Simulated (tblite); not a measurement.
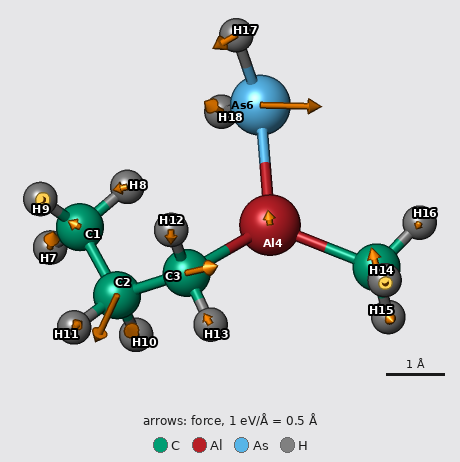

Starting geometry of C4H12AlAs with the computed forces as orange arrows. Style: ball-and-stick. Shown from a free direction.

Computed with tblite, GFN2-xTB geometry optimisation, gas phase. 

Q: What follows when this structure is relaxed?

A: It isn't relaxed: the largest force vector, on a C atom, is 2.34 eV/Å. The final displacements have little in common with the starting forces (cosine between the two patterns 0.12). After 207 geometry steps the energy has fallen by 1.328 eV. The atom that moves furthest after the best rigid fit is an H atom (1.79 Å). Largest moves by element: H 1.79 Å, As 1.54 Å, C 0.86 Å, Al 0.61 Å. Some distances before and after: C–C 1.483 → 1.537 Å, C–H 1.140 → 1.093 Å, As–H 1.545 → 1.517 Å, C–H 1.113 → 1.088 Å. Among the angles between lasting bonds that change: Al–As–H 114.8° → 83.5°, Al–As–H 115.0° → 84.1°, H–As–H 115.6° → 88.4°. Groups turn about Al–C by about 65°, Al–C by about 40°, C–C by about 25°.
